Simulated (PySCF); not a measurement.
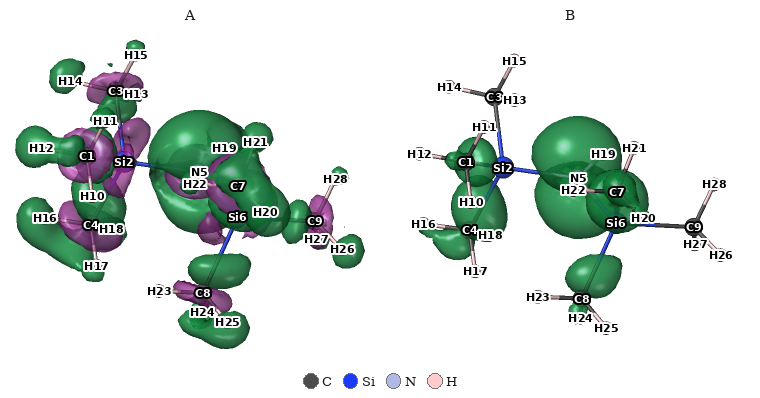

*C$_{6}$H$_{19}$NSi$_{2}$, SMILES `C[Si](C)(C)N[Si](C)(C)C`. The Fukui function f⁻ from two separate SCF calculations and the density of the HOMO, at ±0.015 e/Å³ (green positive, purple negative).*

Method: r2SCAN/6-31G*; geometry: GFN2-xTB; program: PySCF. No frequency check shows the geometry to be a minimum.

The calculation's input:

```python
import numpy as np
from pyscf import gto, scf, dft
from pyscf.scf import atom_ks, atom_hf
from scipy.linalg import block_diag

def solve(mol, dm0=None, hcore=None):
    mf = (dft.UKS if mol.spin else dft.RKS)(mol, xc='r2scan')
    mf.grids.level = 3
    mf = mf.density_fit(auxbasis='def2-universal-jkfit')
    mf.conv_tol, mf.max_cycle = 1e-8, 80
    if hcore is not None:
        mf.get_hcore = lambda *args: hcore
    mf.kernel(dm0)
    if not mf.converged:
        mf = mf.newton().run(mf.mo_coeff, mf.mo_occ, max_cycle=30)
    assert mf.converged, 'SCF not converged'
    return mf

mol = gto.M(atom='''
C     -1.63629     1.25704     1.35927
Si    -1.58990     0.00952    -0.07823
C     -2.80661     0.52158    -1.45258
C     -2.05857    -1.72035     0.57832
N     -0.00064    -0.00220    -0.79344
Si     1.58891    -0.00873    -0.07827
C      2.05372     1.72441     0.57245
C      1.64772    -1.25732     1.35848
C      2.80172    -0.52309    -1.45515
H     -0.94238     0.97006     2.14243
H     -1.36311     2.25327     1.02708
H     -2.62532     1.31649     1.80296
H     -2.81088    -0.19696    -2.26618
H     -3.82011     0.58579    -1.07090
H     -2.55175     1.49046    -1.86970
H     -3.05216    -1.72436     1.01636
H     -1.36181    -2.05013     1.34174
H     -2.04719    -2.46165    -0.21498
H     -0.00047    -0.01408    -1.80048
H      3.06928     1.74775     0.95604
H      1.98245     2.47193    -0.21168
H      1.39273     2.03192     1.37588
H      0.95562    -0.97705     2.14577
H      1.37976    -2.25464     1.02484
H      2.63919    -1.31187     1.79757
H      3.81980    -0.56435    -1.08259
H      2.55863    -1.50314    -1.85293
H      2.78589     0.18133    -2.28081
''', basis='6-31g*', charge=0, spin=0, verbose=4)
mf = solve(mol)
out = dict(e0=mf.e_tot, dm0=mf.make_rdm1(), c=mf.mo_coeff, occ=mf.mo_occ, eps=mf.mo_energy)
for name, dq, spin in [('cation', 1, 1), ('anion', -1, 1)]:
    ion = mol.copy().set(charge=mol.charge + dq, spin=spin).build()
    mi = solve(ion)
    if spin and dq > 0 and mol.nao < 130:
        c, _, stable, _ = mi.stability(return_status=True)
        if not stable:
            mi = solve(ion, mi.make_rdm1(c, mi.mo_occ))
    print(name, 'vertical energy change / eV', (mi.e_tot - mf.e_tot) * 27.211386)
    out.update({'e_' + name: mi.e_tot, 'dm_' + name: mi.make_rdm1(), 's2_' + name: mi.spin_square()[0], 'eps_' + name: mi.mo_energy, 'occ_' + name: mi.mo_occ})
# spherically averaged free atoms, for the promolecule
atm = atom_ks.get_atm_nrks(mol, xc='r2scan')
pro = block_diag(*[(atm[a[0]][2] * atm[a[0]][3]) @ atm[a[0]][2].T for a in mol._atom])
np.savez('result.npz', pro=pro, **out)
```

Command:

```sh
OMP_NUM_THREADS=1 python input.py
```

The run took 8.6 min on 1 thread of Intel(R) Xeon(R) Platinum 8259CL CPU @ 2.50GHz (Skylake/Cascade Lake), with other jobs on the host, peak memory 0.92 GiB.

Partitions, critical points and surface values were worked out afterwards from this run's density.

Which panel is which, and how good is the frozen-orbital picture?

A is f⁻ (it has negative regions), B the HOMO density. The HOMO lies on N5 (50 %), Si2 and Si6 (8 % each) and C4 and C7 (7 % each); f⁻ (Hirshfeld-condensed) is largest on N5 (0.19); the vertical ionisation energy is 7.96 eV (the stability of the cation's solution wasn't checked). Relaxation shifts 41 % of the electron between atoms. The orbital energy is −5.41 eV.
